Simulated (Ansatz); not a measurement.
# Run report: C₆H₄Si, geometry relaxation

System: C₆H₄Si, SMILES c1ccc2c(c1)[Si]2.
Method: RKS PBE0-D4/def2-TZVPP (Ansatz 0.2.0).

Figures and captions count atoms from 1; the log counts them from 0 in places.

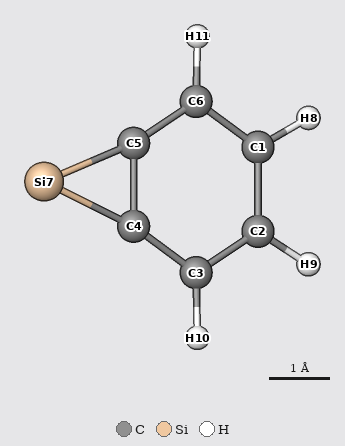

Fig. 1: The starting structure (ball-and-stick view, seen at a tilt; atoms are numbered from 1 in the order of the input).

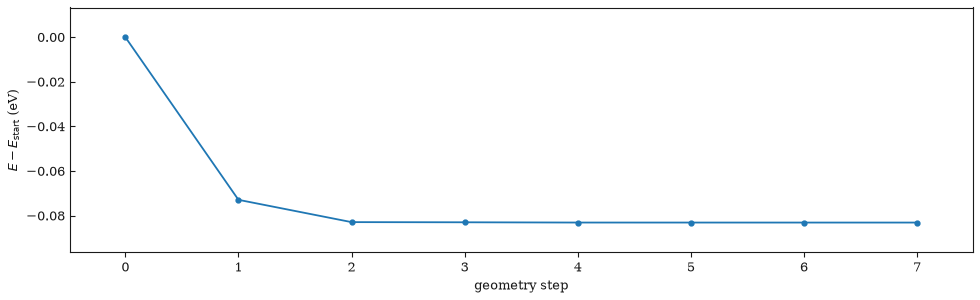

Fig. 2: Progress of the relaxation, step by step (the first geometry is step 0 here and step 1 in the log).

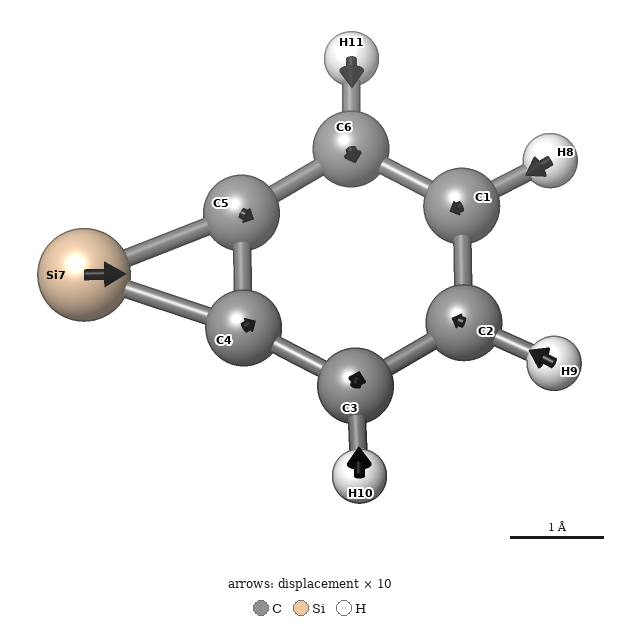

Fig. 3: The starting structure with the displacements as black arrows, magnified 10 times (ball-and-stick view, seen at a tilt). The two geometries are laid on each other by the best rigid fit. The atom that moves furthest after the best rigid fit is Si7 (0.046 Å). Largest moves by element: Si 0.046 Å, H 0.036 Å, C 0.019 Å. Among the contacts that change: C4–Si7 1.857 → 1.823 Å, C1–C6 1.397 → 1.376 Å, C1–H8 1.102 → 1.085 Å, C4–C5 1.406 → 1.389 Å. After 7 geometry steps the energy has fallen by 0.083 eV. Largest force component: 1 eV/Å at the start, 0.0006 eV/Å at the end. (Atoms are counted from 1 in the order of the input.)

The input and output of the run follow.

## The input
```yaml
crystal:
  periodic: [false, false, false]
  atoms:
    - { symbol: C, position_ang: [-1.91893389, -0.74309523, 0.0785878] }
    - { symbol: C, position_ang: [-1.94280975, 0.68212058, 0.03068819] }
    - { symbol: C, position_ang: [-0.76792025, 1.43626304, -0.02822185] }
    - { symbol: C, position_ang: [0.44403196, 0.70950991, -0.0365654] }
    - { symbol: C, position_ang: [0.46759108, -0.69505193, 0.01148156] }
    - { symbol: C, position_ang: [-0.71937624, -1.45972533, 0.07026525] }
    - { symbol: Si, position_ang: [2.17351304, 0.03441758, -0.06028457] }
    - { symbol: H, position_ang: [-2.87823093, -1.28428797, 0.12487014] }
    - { symbol: H, position_ang: [-2.91978562, 1.19272899, 0.03951708] }
    - { symbol: H, position_ang: [-0.81038939, 2.53775284, -0.06566444] }
    - { symbol: H, position_ang: [-0.72486, -2.56195249, 0.10968624] }
basis:
  gaussian: { orbitals: def2-TZVPP }
hamiltonian:
  xc: pbe0
  dispersion: d4
relax:
  f_tol: 0.002
  max_steps: 150
```

Launched with:
```bash
ansatz run input.yaml --threads 4 --pin off --max-ram 10240MiB --backend cpu --events-out ev --progress --plain --runs-dir out
```

## Output
```
The last accepted step is kept in [file] (removed where the run ends without a failure and the disk answers)
Engine: ansatz 0.2.0, x86_64-unknown-linux-gnu
Functional definition: PBE0
  parameter a = 0.25
  parameter kappa = 0.804
  parameter beta = 0.06672455060314922
  exchange = (1 - a)*pbe_x(kappa = kappa, mu = beta*pi^2/3) + a*exact_x
  correlation = pbe_c(beta = beta)
1607 factors; their error is unknown
mean field evaluation 1: about -14141.4314 eV, gradient 6.8e1 eV
mean field evaluation 2: about -14099.5034 eV, gradient 1.4e2 eV
mean field evaluation 4: about -14153.6773 eV, gradient 7.6e0 eV
mean field evaluation 8: about -14153.8117 eV, gradient 2.4e-1 eV
mean field evaluation 16: about -14153.8334 eV, gradient 1.7e-4 eV
mean field -14153.83338083 eV, -520.1437829327 hartree, gradient 8.1e-6 eV, S^2 0.000000; 0 other end points of the search recorded, 0 dependent functions left out
the calculation of the forces begins
reference -14153.83341234 eV, -520.1437840905 hartree; 27, 27 occupied and 257, 257 virtual orbitals, 1607 factors
relax step   1: F+E_penalty+E_count = -14154.14282383 eV  Δ(F+E_penalty+E_count) = +0.000e0 eV  max|allowed force component| = 1.038e0 eV/Å  Δτ_max = 0.0000 Å  (32 SCF iters, accepted)
these checks for a lower state are left out or cut short: starts, cluster_reference, orbital_swaps, neighbouring_geometries, increment
1607 factors; their error is unknown
mean field -14153.90407605 eV, -520.1463809341 hartree, gradient 9.4e-6 eV, S^2 0.000000; 0 other end points of the search recorded, 0 dependent functions left out
the calculation of the forces begins
reference -14153.90410738 eV, -520.1463820855 hartree; 27, 27 occupied and 257, 257 virtual orbitals, 1607 factors
relax step   2: F+E_penalty+E_count = -14154.21571233 eV  Δ(F+E_penalty+E_count) = -7.289e-2 eV  max|allowed force component| = 5.687e-1 eV/Å  Δτ_max = 0.0269 Å  (35 SCF iters, accepted)
these checks for a lower state are left out or cut short: starts, cluster_reference, orbital_swaps, neighbouring_geometries, increment
1607 factors; their error is unknown
mean field evaluation 32: about -14153.9129 eV, gradient 1.1e-2 eV
mean field -14153.91288013 eV, -520.1467044780 hartree, gradient 2.7e-5 eV, S^2 0.000000; 0 other end points of the search recorded, 0 dependent functions left out
the calculation of the forces begins
reference -14153.91291138 eV, -520.1467056264 hartree; 27, 27 occupied and 257, 257 virtual orbitals, 1607 factors
relax step   3: F+E_penalty+E_count = -14154.22570856 eV  Δ(F+E_penalty+E_count) = -9.996e-3 eV  max|allowed force component| = 5.430e-2 eV/Å  Δτ_max = 0.0196 Å  (34 SCF iters, accepted)
these checks for a lower state are left out or cut short: starts, cluster_reference, orbital_swaps, neighbouring_geometries, increment
1607 factors; their error is unknown
mean field -14153.91294218 eV, -520.1467067582 hartree, gradient 2.7e-5 eV, S^2 0.000000; 0 other end points of the search recorded, 0 dependent functions left out
the calculation of the forces begins
reference -14153.91297343 eV, -520.1467079067 hartree; 27, 27 occupied and 257, 257 virtual orbitals, 1607 factors
relax step   4: F+E_penalty+E_count = -14154.22578349 eV  Δ(F+E_penalty+E_count) = -7.493e-5 eV  max|allowed force component| = 3.113e-2 eV/Å  Δτ_max = 0.0049 Å  (34 SCF iters, accepted)
these checks for a lower state are left out or cut short: starts, cluster_reference, orbital_swaps, neighbouring_geometries, increment
1607 factors; their error is unknown
mean field -14153.91307399 eV, -520.1467116021 hartree, gradient 2.3e-5 eV, S^2 0.000000; 0 other end points of the search recorded, 0 dependent functions left out
the calculation of the forces begins
reference -14153.91310524 eV, -520.1467127506 hartree; 27, 27 occupied and 257, 257 virtual orbitals, 1607 factors
relax step   5: F+E_penalty+E_count = -14154.22589654 eV  Δ(F+E_penalty+E_count) = -1.131e-4 eV  max|allowed force component| = 1.383e-2 eV/Å  Δτ_max = 0.0025 Å  (34 SCF iters, accepted)
these checks for a lower state are left out or cut short: starts, cluster_reference, orbital_swaps, neighbouring_geometries, increment
1607 factors; their error is unknown
mean field -14153.91308378 eV, -520.1467119622 hartree, gradient 2.5e-5 eV, S^2 0.000000; 0 other end points of the search recorded, 0 dependent functions left out
the calculation of the forces begins
reference -14153.91311504 eV, -520.1467131107 hartree; 27, 27 occupied and 257, 257 virtual orbitals, 1607 factors
relax step   6: F+E_penalty+E_count = -14154.22590108 eV  Δ(F+E_penalty+E_count) = -4.539e-6 eV  max|allowed force component| = 4.570e-3 eV/Å  Δτ_max = 0.0011 Å  (35 SCF iters, accepted)
these checks for a lower state are left out or cut short: starts, cluster_reference, orbital_swaps, neighbouring_geometries, increment
1607 factors; their error is unknown
mean field -14153.91308657 eV, -520.1467120644 hartree, gradient 2.5e-5 eV, S^2 0.000000; 0 other end points of the search recorded, 0 dependent functions left out
the calculation of the forces begins
reference -14153.91311782 eV, -520.1467132129 hartree; 27, 27 occupied and 257, 257 virtual orbitals, 1607 factors
relax step   7: F+E_penalty+E_count = -14154.22590409 eV  Δ(F+E_penalty+E_count) = -3.006e-6 eV  max|allowed force component| = 3.460e-3 eV/Å  Δτ_max = 0.0008 Å  (34 SCF iters, accepted)
these checks for a lower state are left out or cut short: starts, cluster_reference, orbital_swaps, neighbouring_geometries, increment
1607 factors; their error is unknown
mean field evaluation 64: about -14153.8894 eV, gradient 3.7e-4 eV
mean field -14153.91308800 eV, -520.1467121170 hartree, gradient 2.2e-5 eV, S^2 0.000000; 0 other end points of the search recorded, 0 dependent functions left out
the calculation of the forces begins
reference -14153.91311925 eV, -520.1467132654 hartree; 27, 27 occupied and 257, 257 virtual orbitals, 1607 factors
relax step   8: F+E_penalty+E_count = -14154.22590433 eV  Δ(F+E_penalty+E_count) = -2.443e-7 eV  max|allowed force component| = 6.046e-4 eV/Å  Δτ_max = 0.0001 Å  (34 SCF iters, accepted)
1607 factors; their error is unknown
mean field -14153.91308800 eV, -520.1467121170 hartree, gradient 2.4e-5 eV, S^2 0.000000; 1 other end points of the search recorded, 0 dependent functions left out
the calculation of the forces begins
reference -14153.91311925 eV, -520.1467132654 hartree; 27, 27 occupied and 257, 257 virtual orbitals, 1607 factors
Total energy: -14154.22593558 eV, -520.1582090537 hartree
Atom 0 at    -1.905595    -0.736452     0.078535 Å, force     0.000200    -0.000593     0.000035 eV/Å
Atom 1 at    -1.929280     0.675905     0.030120 Å, force     0.000172     0.000604    -0.000028 eV/Å
Atom 2 at    -0.772221     1.417984    -0.027565 Å, force     0.000297     0.000066     0.000019 eV/Å
Atom 3 at     0.430736     0.701003    -0.035817 Å, force    -0.000341     0.000260    -0.000043 eV/Å
Atom 4 at     0.454013    -0.686950     0.011761 Å, force    -0.000346    -0.000273     0.000012 eV/Å
Atom 5 at    -0.724264    -1.441569     0.070464 Å, force     0.000306    -0.000062    -0.000007 eV/Å
Atom 6 at     2.127333     0.033660    -0.059428 Å, force     0.000069     0.000001     0.000015 eV/Å
Atom 7 at    -2.850946    -1.266538     0.123017 Å, force    -0.000122     0.000045    -0.000004 eV/Å
Atom 8 at    -2.891905     1.175832     0.039293 Å, force    -0.000124    -0.000047    -0.000004 eV/Å
Atom 9 at    -0.809672     2.501346    -0.064172 Å, force    -0.000054    -0.000173     0.000009 eV/Å
Atom 10 at    -0.725369    -2.525541     0.108153 Å, force    -0.000058     0.000172    -0.000003 eV/Å
Dipole moment:    -0.386584    -0.006110     0.010870 e Å
```

## Trajectory as extended XYZ (Å, eV, eV/Å), 8 frames, from step=1 to step=8
```
11
Properties=species:S:1:pos:R:3:forces:R:3 step=1 energy=-14154.14282
C    -1.9189   -0.7431    0.0786    0.3256  -0.1375   0.0042
C    -1.9428    0.6821    0.0307    0.3203   0.1477  -0.0228
C    -0.7679    1.4363   -0.0282   -0.3080  -0.2915   0.0180
C     0.4440    0.7095   -0.0366   -0.0372  -0.5223   0.0197
C     0.4676   -0.6951    0.0115   -0.0548   0.5209  -0.0183
C    -0.7194   -1.4597    0.0703   -0.3174   0.2817   0.0047
Si    2.1735    0.0344   -0.0603   -1.0378  -0.0165   0.0287
H    -2.8782   -1.2843    0.1249    0.5190   0.3043  -0.0282
H    -2.9198    1.1927    0.0395    0.5290  -0.2877  -0.0023
H    -0.8104    2.5378   -0.0657    0.0413  -0.6280   0.0223
H    -0.7249   -2.5620    0.1097    0.0200   0.6289  -0.0260
11
Properties=species:S:1:pos:R:3:forces:R:3 step=2 energy=-14154.21571
C    -1.9096   -0.7375    0.0795    0.1051  -0.0824  -0.0104
C    -1.9333    0.6768    0.0297    0.1029   0.0857   0.0060
C    -0.7711    1.4231   -0.0281   -0.1303  -0.0876   0.0072
C     0.4330    0.7039   -0.0362    0.1610  -0.2526   0.0051
C     0.4564   -0.6898    0.0118    0.1525   0.2578  -0.0105
C    -0.7230   -1.4466    0.0714   -0.1334   0.0830  -0.0073
Si    2.1477    0.0340   -0.0599   -0.5687  -0.0091   0.0154
H    -2.8581   -1.2713    0.1232    0.1370   0.0848  -0.0034
H    -2.8992    1.1804    0.0395    0.1396  -0.0804  -0.0041
H    -0.8122    2.5109   -0.0643    0.0198  -0.1637   0.0028
H    -0.7276   -2.5352    0.1078    0.0145   0.1644  -0.0009
11
Properties=species:S:1:pos:R:3:forces:R:3 step=3 energy=-14154.22571
C    -1.9054   -0.7360    0.0767    0.0126  -0.0302   0.0235
C    -1.9290    0.6754    0.0316    0.0103   0.0303  -0.0296
C    -0.7718    1.4179   -0.0269   -0.0375  -0.0069   0.0001
C     0.4299    0.7008   -0.0356    0.0543   0.0008  -0.0033
C     0.4532   -0.6868    0.0113    0.0541   0.0007  -0.0067
C    -0.7239   -1.4415    0.0682   -0.0370   0.0060   0.0218
Si    2.1281    0.0337   -0.0590   -0.0437  -0.0007   0.0016
H    -2.8500   -1.2666    0.1236   -0.0136  -0.0028  -0.0067
H    -2.8910    1.1760    0.0393   -0.0134   0.0024   0.0071
H    -0.8108    2.5008   -0.0648    0.0069   0.0143   0.0052
H    -0.7264   -2.5250    0.1099    0.0068  -0.0139  -0.0131
11
Properties=species:S:1:pos:R:3:forces:R:3 step=4 energy=-14154.22578
C    -1.9054   -0.7362    0.0805    0.0056  -0.0156  -0.0227
C    -1.9292    0.6757    0.0285    0.0070   0.0160   0.0311
C    -0.7719    1.4180   -0.0283   -0.0190  -0.0059   0.0012
C     0.4305    0.7009   -0.0361    0.0093   0.0096   0.0028
C     0.4538   -0.6868    0.0123    0.0095  -0.0090   0.0056
C    -0.7239   -1.4415    0.0731   -0.0197   0.0033  -0.0259
Si    2.1270    0.0336   -0.0598    0.0064   0.0001  -0.0008
H    -2.8505   -1.2668    0.1226   -0.0038   0.0012   0.0067
H    -2.8914    1.1761    0.0391   -0.0044  -0.0013  -0.0073
H    -0.8102    2.5013   -0.0633    0.0042   0.0034  -0.0071
H    -0.7260   -2.5256    0.1060    0.0049  -0.0019   0.0163
11
Properties=species:S:1:pos:R:3:forces:R:3 step=5 energy=-14154.22590
C    -1.9055   -0.7363    0.0787    0.0051  -0.0106  -0.0021
C    -1.9292    0.6758    0.0300    0.0051   0.0107   0.0014
C    -0.7720    1.4181   -0.0276   -0.0138  -0.0052   0.0008
C     0.4306    0.7010   -0.0359    0.0060   0.0044  -0.0002
C     0.4539   -0.6869    0.0118    0.0060  -0.0042   0.0001
C    -0.7240   -1.4416    0.0705   -0.0138   0.0042  -0.0001
Si    2.1273    0.0337   -0.0594    0.0008   0.0000  -0.0001
H    -2.8507   -1.2668    0.1230   -0.0013   0.0018   0.0007
H    -2.8916    1.1761    0.0393   -0.0013  -0.0019  -0.0004
H    -0.8102    2.5014   -0.0641    0.0036   0.0007  -0.0005
H    -0.7258   -2.5256    0.1081    0.0036   0.0000   0.0004
11
Properties=species:S:1:pos:R:3:forces:R:3 step=6 energy=-14154.22590
C    -1.9055   -0.7364    0.0785    0.0011  -0.0045   0.0002
C    -1.9292    0.6758    0.0301    0.0009   0.0046  -0.0001
C    -0.7722    1.4180   -0.0276   -0.0014  -0.0004   0.0001
C     0.4308    0.7010   -0.0358   -0.0014   0.0018  -0.0001
C     0.4541   -0.6869    0.0118   -0.0014  -0.0019   0.0001
C    -0.7242   -1.4416    0.0705   -0.0014   0.0005   0.0000
Si    2.1274    0.0337   -0.0594    0.0003   0.0000   0.0000
H    -2.8512   -1.2658    0.1230    0.0015  -0.0034   0.0001
H    -2.8921    1.1751    0.0393    0.0014   0.0035  -0.0002
H    -0.8096    2.5014   -0.0642    0.0001  -0.0008   0.0001
H    -0.7253   -2.5256    0.1081    0.0001   0.0007   0.0000
11
Properties=species:S:1:pos:R:3:forces:R:3 step=7 energy=-14154.22590
C    -1.9056   -0.7365    0.0785   -0.0006   0.0034  -0.0001
C    -1.9292    0.6759    0.0301   -0.0004  -0.0035   0.0001
C    -0.7722    1.4180   -0.0276    0.0001   0.0014  -0.0001
C     0.4307    0.7010   -0.0358    0.0014  -0.0020   0.0001
C     0.4540   -0.6870    0.0117    0.0014   0.0020  -0.0001
C    -0.7243   -1.4416    0.0705    0.0001  -0.0015   0.0000
Si    2.1273    0.0337   -0.0594   -0.0003   0.0000   0.0000
H    -2.8509   -1.2665    0.1230   -0.0010  -0.0004   0.0001
H    -2.8919    1.1758    0.0393   -0.0010   0.0004   0.0000
H    -0.8097    2.5014   -0.0642    0.0002  -0.0007   0.0000
H    -0.7254   -2.5256    0.1082    0.0001   0.0007   0.0000
11
Properties=species:S:1:pos:R:3:forces:R:3 step=8 energy=-14154.22590
C    -1.9056   -0.7365    0.0785    0.0002  -0.0006   0.0000
C    -1.9293    0.6759    0.0301    0.0002   0.0006   0.0000
C    -0.7722    1.4180   -0.0276    0.0003   0.0001   0.0000
C     0.4307    0.7010   -0.0358   -0.0003   0.0003   0.0000
C     0.4540   -0.6869    0.0118   -0.0003  -0.0003   0.0000
C    -0.7243   -1.4416    0.0705    0.0003  -0.0001   0.0000
Si    2.1273    0.0337   -0.0594    0.0001   0.0000   0.0000
H    -2.8509   -1.2665    0.1230   -0.0001   0.0000   0.0000
H    -2.8919    1.1758    0.0393   -0.0001   0.0000   0.0000
H    -0.8097    2.5013   -0.0642   -0.0001  -0.0002   0.0000
H    -0.7254   -2.5255    0.1082   -0.0001   0.0002   0.0000
```

## Results in brief

| quantity | value |
| --- | --- |
| outcome | converged |
| total energy | −14154.2259 eV |
| mean-field energy | −14153.9131 eV |
| SCF solution under orbital rotations | stable |
| largest force (length of the vector) at the end | 0.001 eV/Å |
| hardware | 4 threads of Intel Xeon (Sapphire Rapids), 64 GiB of memory available, shared host |
| wall time | 44 s (CPU time 2.7 min) |
| peak memory | 1 GiB |
